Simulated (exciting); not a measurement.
PbBrF, space group P4/nmm, Br K edge of atom 3, with 4 Pb at 3.18 Å, 4 F at 3.38 Å, 1 Pb at 3.45 Å and 4 Br at 3.73 Å (13-fold, site symmetry 4mm); the tensor is averaged over the atoms equivalent by symmetry. Method: exciting, all-electron LAPW+lo, LDA, exchange and screened direct term (singlet BSE), 3×3×2 shifted k points, 44 conduction bands, |G+q| up to 3 bohr⁻¹, full RPA screening with nempty = 79, Lorentzian half width 1.26 eV.

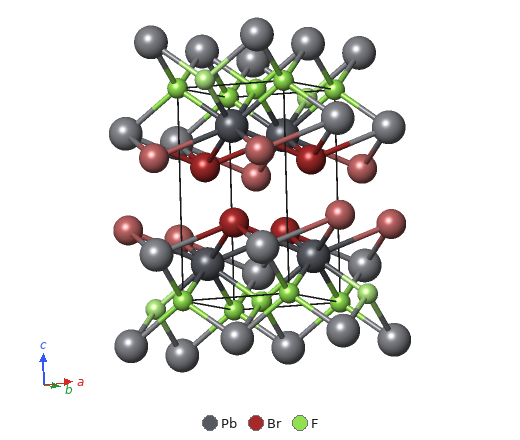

The structure (lead dark grey, bromine red, fluorine green). Some periodic images of atoms are drawn too.

```xyz
6
Lattice="4.1800 0.0000 0.0000 0.0000 4.1800 0.0000 0.0000 0.0000 7.5900" Properties=species:S:1:pos:R:3 pbc="T T T"
Pb    2.0900    0.0000    6.1100
Pb    0.0000    2.0900    1.4801
Br    2.0900    0.0000    2.6565
Br    0.0000    2.0900    4.9335
F     0.0000    0.0000    0.0000
F     2.0900    2.0900    0.0000
```

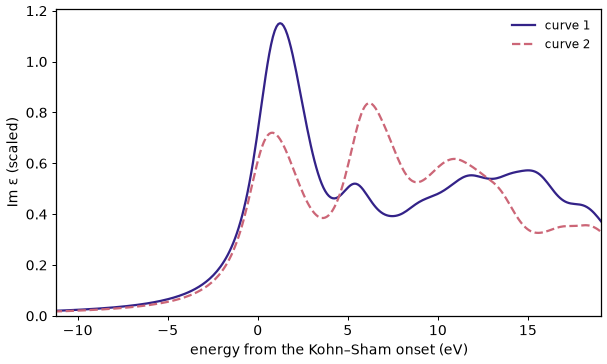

Energy from the Kohn–Sham onset, core level to the lowest empty state found on the meshes used; scaled to the maximum of the polarisation mean.

The database entry behind the starting cell is an old determination (1932), so it need not match the best structure at ambient conditions.

Question: The curves are the diagonal elements of Im ε for ε ∥ c and ⊥ c. Which is which?

Curve 1: ε ⊥ c, maxima 1.2 eV (1.15), 11.9 eV (0.55) and 15.0 eV (0.57); 1 lower ones aren't listed. Curve 2: ε ∥ c, maxima 0.8 eV (0.72), 6.2 eV (0.84) and 11.0 eV (0.62); 1 lower ones aren't listed. A K edge probes the empty p states along ε, which follow the bonds' lengths and directions.

[Banner, clock and machine lines of the logs are left out without a mark of their own.]

[Logs are printed without paths, hosts, clocks, repeated set-up lines and the standing remarks that a program may print on its own settings, such as how far it seeks lower states.]

[Hosts, paths, dates, database ids (printed as entryN), source tags and the programs' standing remarks are cut or masked in the printed files.]
